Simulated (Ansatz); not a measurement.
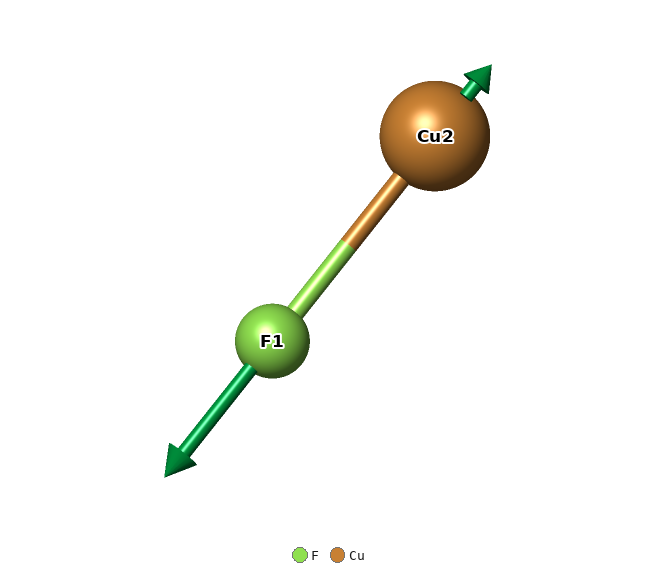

The arrows show one normal mode. Charge 0, singlet. Harmonic vibrations computed with RKS PBE0-D4/def2-TZVP (Ansatz 0.2.0) at a stationary point of the same level.

Q: Describe the motion.

A: Mostly Cu–F stretching.

Q: Estimate its harmonic wavenumber.

A: 593 cm⁻¹; it is mode 1 of 1 counted from the lowest.
